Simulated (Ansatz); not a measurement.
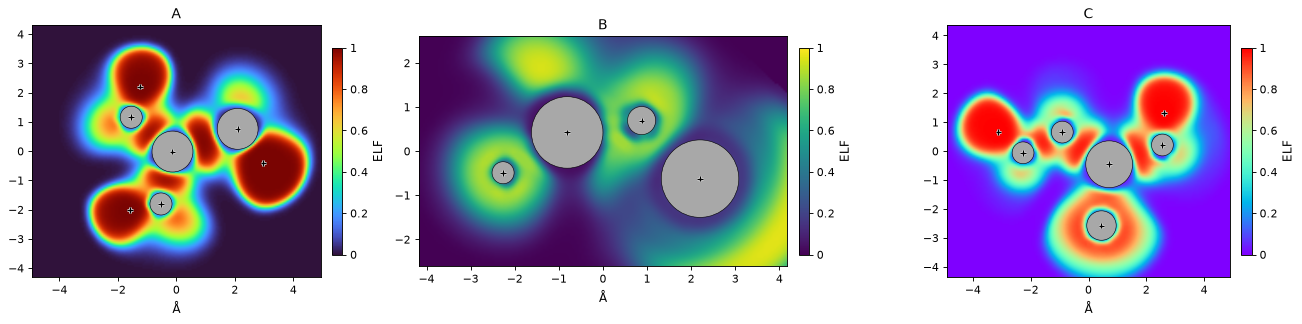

The electron localisation function of 3 systems, each on a plane through atoms (crosses mark nuclei in the plane; grey discs cover the cores).

All numbers below come from isolated molecule in a Gaussian basis; Kohn-Sham density functional theory, functional PBE0 in Ansatz 0.2.0.

System 1: C3H8AlCl, the plane of atoms C2, Al4 and Cl5. Geometry: PBE-D3(BJ)/def2-SVP.

```json
{"atom": "C", "x (Å)": "0.7205", "y (Å)": "-1.4222", "z (Å)": "0.7036"}
{"atom": "C", "x (Å)": "-0.2876", "y (Å)": "-0.8843", "z (Å)": "-0.3221"}
{"atom": "C", "x (Å)": "-0.6578", "y (Å)": "0.9417", "z (Å)": "-3.2755"}
{"atom": "Al", "x (Å)": "0.4137", "y (Å)": "0.1580", "z (Å)": "-1.8361"}
{"atom": "Cl", "x (Å)": "2.5267", "y (Å)": "0.4645", "z (Å)": "-1.9186"}
{"atom": "H", "x (Å)": "1.2989", "y (Å)": "-0.6040", "z (Å)": "1.1796"}
{"atom": "H", "x (Å)": "0.2267", "y (Å)": "-1.9934", "z (Å)": "1.5183"}
{"atom": "H", "x (Å)": "1.4646", "y (Å)": "-2.0972", "z (Å)": "0.2333"}
{"atom": "H", "x (Å)": "-0.8865", "y (Å)": "-1.7158", "z (Å)": "-0.7633"}
{"atom": "H", "x (Å)": "-1.0525", "y (Å)": "-0.2408", "z (Å)": "0.1737"}
{"atom": "H", "x (Å)": "-1.7427", "y (Å)": "0.7409", "z (Å)": "-3.1617"}
{"atom": "H", "x (Å)": "-0.3377", "y (Å)": "0.5475", "z (Å)": "-4.2636"}
{"atom": "H", "x (Å)": "-0.5153", "y (Å)": "2.0427", "z (Å)": "-3.3174"}
```

System 2: C2H9Si2 (charge +1), the plane of atoms C1, Si3 and C2. Geometry: PBE0-D3(BJ)/def2-SVP.

```tsv
atom	x (Å)	y (Å)	z (Å)
C	-0.2917	-1.6377	0.5756
C	1.4248	0.8930	-0.1210
Si	0.1145	-0.2959	-0.6087
Si	-0.9924	-0.1307	-2.6868
H	-1.1798	-2.2207	0.2956
H	-0.4154	-1.2248	1.5925
H	0.5795	-2.3199	0.6277
H	0.9336	1.8610	0.1024
H	2.1098	1.0928	-0.9625
H	1.9918	0.5763	0.7664
H	-0.4988	-1.3280	-3.4261
H	-2.4405	-0.2258	-2.3566
H	-0.5875	1.1575	-3.3049
```

System 3: AlFNZn (charge −1), the molecular plane. Geometry: PBE0-D3(BJ)/def2-SVPD.

| atom | x (Å) | y (Å) | z (Å) |
| --- | --- | --- | --- |
| Al | 0.8100 | -0.5737 | -0.2011 |
| F | 1.3086 | -0.5043 | -1.8424 |
| N | -0.2524 | -0.4131 | 1.1262 |
| Zn | -2.0248 | 0.1720 | 1.0534 |

Question: Match each panel to its system.

Answer: Panel A is system 2, C2H9Si2: the plane holds C, Si and H. C–Si (1.84 Å): the ELF peaks at about 0.95 between the atoms (a covalent bond). Panel B is system 3, AlFNZn: the plane holds Al, F, N and Zn. Al–N (1.71 Å): the ELF peaks at about 0.80 in the valence shell of N, 0.6 Å from its nucleus, and is about 0.45 at the midpoint. Panel C is system 1, C3H8AlCl: the plane holds C, Al, Cl and H. C–C (1.54 Å): the ELF peaks at about 0.95 between the atoms: a shared electron pair.
